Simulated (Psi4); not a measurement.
**B3LYP/def2-SV(P) (sweep point 1) run of HF (hydrogen fluoride)**

Aim: the vertical ionisation energy of HF (hydrogen fluoride) at B3LYP/def2-SV(P) (sweep point 1), from 2 runs. 

Program for the calculation: Psi4 1.11.

### Step 1. The molecule

HF has 2 atoms, charge 0, and is taken as a singlet. As SMILES, `F`. The shape is that of a PBE0-D4/def2-TZVP optimisation.

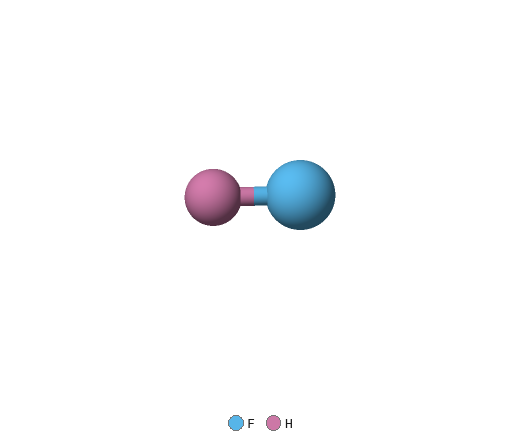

Viewed from a chosen angle; fluorine blue, hydrogen pink.

### Step 2. A single-point energy at B3LYP/def2-SV(P) (sweep point 1)

File input.dat:

```
memory 1600 mb

molecule mol {
  0 1
  F     -0.390000     0.144600    -0.196400
  H      0.390000    -0.144600     0.196400
  units angstrom
  symmetry c1
}

set basis def2-SV(P)
set puream true
set scf_type pk
set dft_radial_points 99
set dft_spherical_points 590

energy_value, wavefunction = energy("b3lyp", return_wfn=True)
```

Run with:

```bash
$ psi4 -n 1 input.dat output.dat
```

output.dat, shortened:

```text
[...]
  Running in c1 symmetry.
[...]
  Nuclear repulsion =    5.176952311050555
[...]
  Multiplicity = 1
[...]
  Nalpha       = 5
  Nbeta        = 5
[...]
    Number of basis functions: 16
[...]
   @RKS iter   1:  -100.28518313092408   -1.52192e-01   2.54386e-02 ADIIS/DIIS
[...]
   @RKS iter   6:  -100.33954416888881   -4.24561e-09   1.51888e-07 DIIS
[...]
    Orbital Energies [Eh]
    ---------------------
    Doubly Occupied:
       1A    -24.652541     2A     -1.158733     3A     -0.526793
       4A     -0.386075     5A     -0.386075
[...]
  @RKS Final Energy:  -100.33954416888881
   => Energetics <=
    Nuclear Repulsion Energy =              5.1769523110505551
    One-Electron Energy =                -150.5259227012277563
    Two-Electron Energy =                  53.7788274138164653
    DFT Exchange-Correlation Energy =      -8.7694011925280435
    Empirical Dispersion Energy =           0.0000000000000000
    VV10 Nonlocal Energy =                  0.0000000000000000
    Total Energy =                       -100.3395441688888070
[...]
 Multipole Moments:
 ------------------------------------------------------------------------------------
     Multipole            Electronic (a.u.)      Nuclear  (a.u.)        Total (a.u.)
 ------------------------------------------------------------------------------------
 L = 1.  Multiply by 2.5417464519 to convert [e a0] to [Debye]
 Dipole X            :          0.0000000           -0.0000000            0.0000000
 Dipole Y            :         -0.0000000            0.0000000           -0.0000000
 Dipole Z            :         -0.0967854            0.8627082            0.7659228
 Magnitude           :                                                    0.7659228
[...]
```

It took 2 s on 1 thread of Intel Xeon Platinum 8488C (Sapphire Rapids), shared host; peak memory 0.25 GiB.

### Step 3. The doublet cation

File calc.inp:

```
memory 1600 mb

molecule {
  1 2
  F     -0.390000     0.144600    -0.196400
  H      0.390000    -0.144600     0.196400
  symmetry c1
}

set reference uks
set puream true
set scf_type pk
set dft_radial_points 99
set dft_spherical_points 590
set maxiter 150

result, w = energy('b3lyp/def2-SV(P)', return_wfn=True)
```

Run with:

```bash
$ psi4 -i calc.inp -o calc.out -n 1
```

calc.out, shortened:

```text
[...]
  Running in c1 symmetry.
[...]
  Nuclear repulsion =    5.176952311050555
[...]
  Multiplicity = 2
[...]
  Nalpha       = 5
  Nbeta        = 4
[...]
    Number of basis functions: 16
[...]
   @UKS iter   1:   -99.73369901191168    3.99292e-01   1.49030e-02 ADIIS/DIIS
[...]
   @UKS iter   7:   -99.75313476828231   -8.42159e-09   5.24271e-07 DIIS
[...]
   @S^2 Observed:                7.514944805E-01
[...]
    Orbital Energies [Eh]
    ---------------------
    Alpha Occupied:
       1A    -25.360546     2A     -1.809438     3A     -1.123935
       4A     -1.096060     5A     -1.001938
    Alpha Virtual:
       6A     -0.333200     7A      0.152688     8A      0.564931
       9A      0.618290    10A      0.662783    11A      0.895766
      12A      2.375767    13A      2.433947    14A      2.435949
      15A      2.441834    16A      2.862328
    Beta Occupied:
[...]
  @UKS Final Energy:   -99.75313476828231
   => Energetics <=
    Nuclear Repulsion Energy =              5.1769523110505551
    One-Electron Energy =                -144.3390591044855853
    Two-Electron Energy =                  47.8014142684742893
    DFT Exchange-Correlation Energy =      -8.3924422433215593
    Empirical Dispersion Energy =           0.0000000000000000
    VV10 Nonlocal Energy =                  0.0000000000000000
    Total Energy =                        -99.7531347682823082
[...]
 Multipole Moments:
 ------------------------------------------------------------------------------------
     Multipole            Electronic (a.u.)      Nuclear  (a.u.)        Total (a.u.)
 ------------------------------------------------------------------------------------
 L = 1.  Multiply by 2.5417464519 to convert [e a0] to [Debye]
 Dipole X            :          0.0000000           -0.0000000            0.0000000
 Dipole Y            :         -0.0000000            0.0000000           -0.0000000
 Dipole Z            :          0.0755915            0.8627082            0.9382997
 Magnitude           :                                                    0.9382997
[...]
```

It took 2.6 s on 1 thread of Intel Xeon Platinum 8488C (Sapphire Rapids), shared host; peak memory 0.25 GiB.

### Step 4. What came out

At B3LYP/def2-SV(P) (sweep point 1):

```
                                          quantity          value
                          singlet HF: total energy  -100.33954 Eh
                         singlet HF: dipole moment         1.95 D
                           singlet HF: HOMO energy      -10.51 eV
                           singlet HF: LUMO energy        1.08 eV
                         singlet HF: HOMO–LUMO gap       11.59 eV
                      doublet cation: total energy   -99.75313 Eh
doublet cation: HOMO energy (highest over α and β)      -26.33 eV
 doublet cation: LUMO energy (lowest over α and β)      -21.31 eV
                              doublet cation: ⟨S²⟩          0.751
vertical ionisation energy (to the doublet cation)      15.957 eV
```

**Reading.** The vertical ionisation energy comes to 15.96 eV (1540 kJ/mol). −ε(HOMO) before ionisation, 10.51 eV, is 5.45 eV below this ionisation energy.
